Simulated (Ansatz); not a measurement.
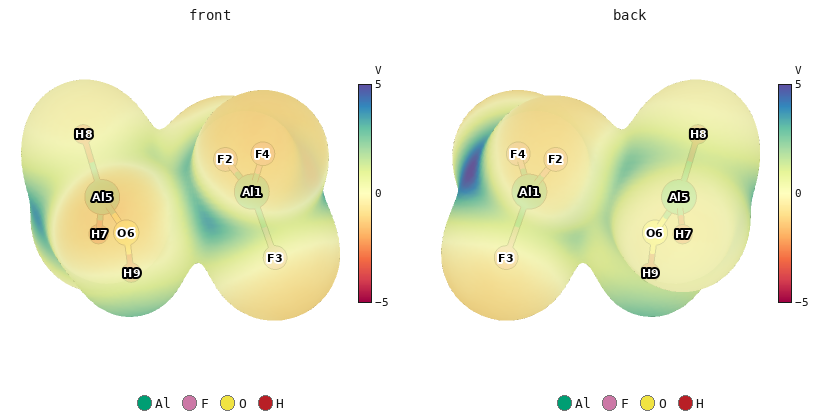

Figure. AlF3···AlH3O. The electrostatic potential painted on the density surface at 0.002 e/bohr³, seen from the front and from behind; the colour scale runs from red (negative) to blue (positive).

Not at a stationary point (largest force 1.5 eV/Å).

These are results of Ansatz, RKS PBE0/cc-pVDZ, not measurements.

The calculation's input:

```
crystal:
  periodic: [false, false, false]
  atoms:
    - { symbol: Al, position_ang: [-1.5265, -0.1529, -0.589] }
    - { symbol: F, position_ang: [0.1809, -1.3808, -0.7567] }
    - { symbol: F, position_ang: [-1.7627, 0.6504, -1.9868] }
    - { symbol: F, position_ang: [-2.6378, -0.8867, 0.3496] }
    - { symbol: Al, position_ang: [1.6334, -0.2886, 0.3175] }
    - { symbol: O, position_ang: [-0.1213, 0.9583, 0.6483] }
    - { symbol: H, position_ang: [2.5575, 0.431, -0.6607] }
    - { symbol: H, position_ang: [1.9896, -1.0952, 1.5626] }
    - { symbol: H, position_ang: [-0.3131, 1.7645, 1.1152] }
basis:
  gaussian: { orbitals: cc-pVDZ }
hamiltonian:
  xc: pbe0
relax:
  f_tol: 0.15
  max_steps: 25
  restrain:
    - { distance: [0, 5], at: 3.17, k: 30.0 }
    - { distance: [4, 1], at: 3.08, k: 30.0 }
    - { distance: [0, 1], at: 1.78, k: 30.0 }
    - { distance: [4, 5], at: 1.87, k: 30.0 }
output:
  orbitals: {}
```

Launched as:

```sh
ansatz run input.yaml --threads 2 --pin off --max-ram 3072MiB --backend cpu --events-out ev --progress --plain --runs-dir out
```

The fields are those of the run's last geometry, not of the input's.

**Which sites attract a positive test charge, and which a negative one?**

A positive charge is drawn to the negative regions and a negative charge to the positive ones. The most negative region (about −1.2 V, or −28 kcal/mol for a unit charge) lies over F4 and O6, the most positive (about +4.8 V, or +111 kcal/mol for a unit charge) over Al1.
